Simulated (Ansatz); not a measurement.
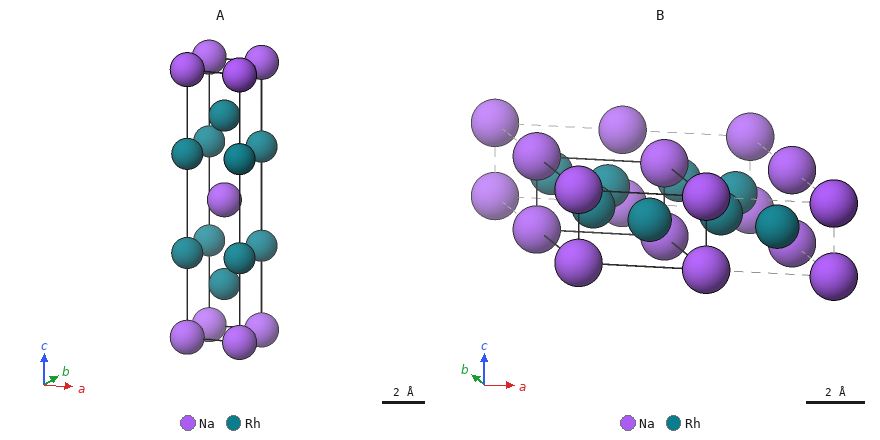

Two structures of NaRh2, each relaxed to rest (conventional cells in solid outline, small ones repeated, not to one scale). Method: DFT PBE, scalar-relativistic, plane waves, PAW in Ansatz 0.2.0, without spin polarisation.

**Name structures A and B.**

A: 6 atoms a cell on a body-centred tetragonal lattice, I4/mmm. B: AlB₂ type, P6/mmm.

**Which polymorph is favoured?**

A is lower, by 167 meV/atom at this level of theory (energies at zero smearing). Volumes: A 16.8, B 16.0 Å³/atom.

One or both may be structure types tried for this composition rather than known phases.
